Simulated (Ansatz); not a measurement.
# CH8Si2: what the fields show

```xyz
11

Si   -0.1703    0.1151    0.0525
C     0.2024   -0.0110    1.9414
H    -0.7214   -0.2211    2.5045
H     0.9251   -0.8190    2.1399
H     0.6279    0.9380    2.3065
H     1.1056    0.4383   -0.7056
H    -1.1393    1.2555   -0.2071
Si   -1.0932   -1.8882   -0.8169
H    -2.3819   -2.2467   -0.1017
H    -1.4031   -1.7589   -2.2951
H    -0.1342   -3.0504   -0.6438
```

Method: RKS PBE/6-31G (Ansatz 0.2.0).

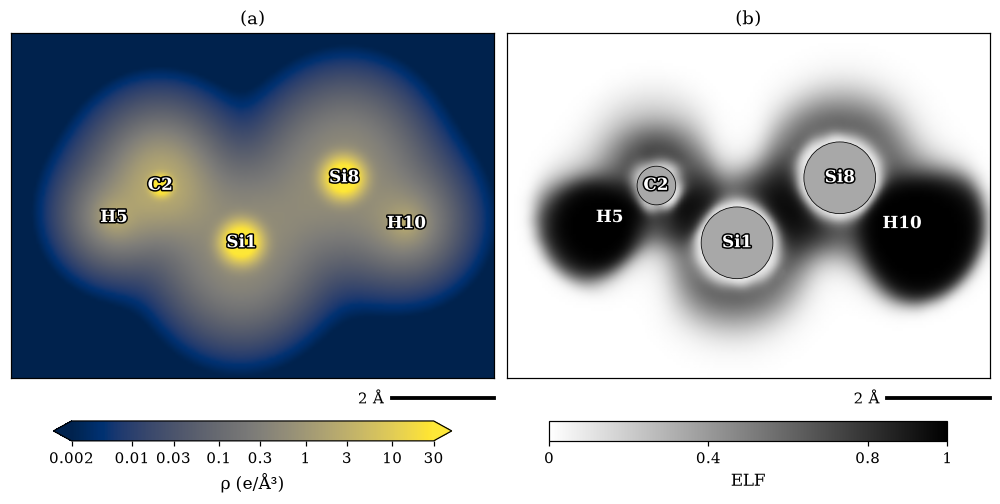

Figure 1. (a) electron density; (b) ELF on the plane of atoms Si1, Si8 and H10. Grey discs cover the atomic cores in the ELF map.

**Interpret the plot.**

- Atoms in the plane: Si, C and H.
- C–Si (1.93 Å): ρ is about 0.77 e/Å³ halfway; the ELF peaks at about 0.95 between the atoms: localised, covalent bonding.
- Si–Si (2.37 Å): ρ at the midpoint is about 0.51 e/Å³; the ELF peaks at about 0.95 between the atoms (a shared electron pair).
- C–H (1.10 Å): the density is about 1.8 e/Å³ at the midpoint; the ELF climbs to about 1 towards the hydrogen, as it does in any bond to H (an ordinary covalent bond to hydrogen).
- Si–H (1.52 Å): ρ is about 0.64 e/Å³ halfway; the ELF climbs to about 1 towards the hydrogen.

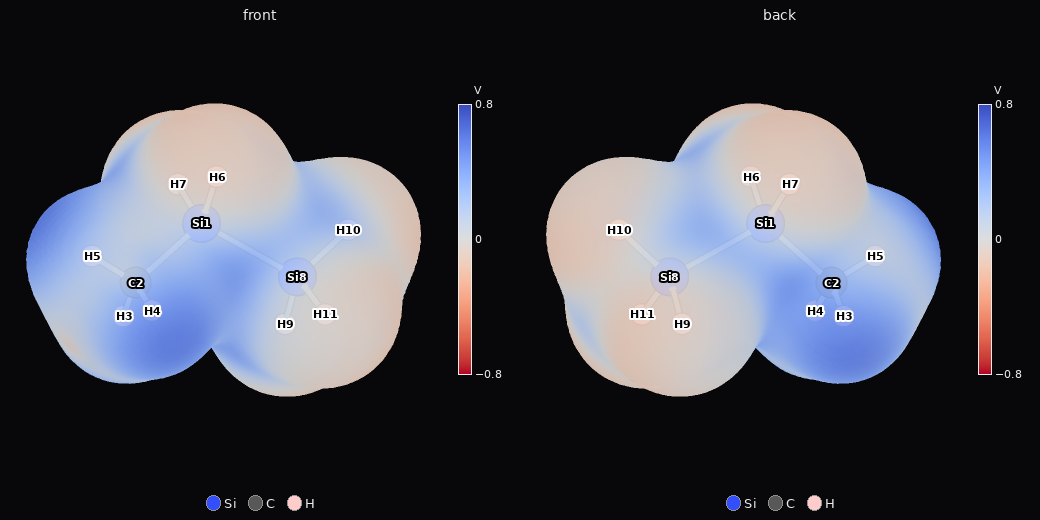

Figure 2. The molecular electrostatic potential painted on the density surface at 0.001 e/bohr³, seen from the front and from behind; the colour scale runs from red (negative) to blue (positive).

**Where is the surface potential most negative and most positive?**

The most negative region (about −0.1 V) lies over the H atoms, the most positive (about +0.6 V) over H3, H4 and H5.

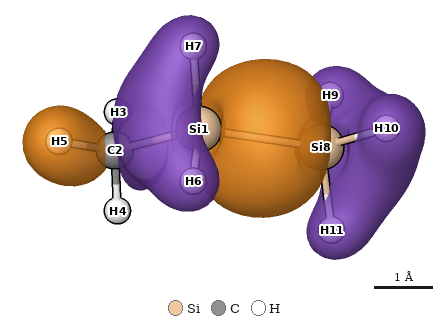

Figure 3. The HOMO at ±0.1 Å⁻³ᐟ² (orange and purple are the two phases), seen from one side.

**Where does this orbital lie, and at what energy?**

Its weight (Hirshfeld) is mainly on Si8 (about 35 %), Si1 (about 30 %) and C2 (about 10 %). Its energy is −7.02 eV.
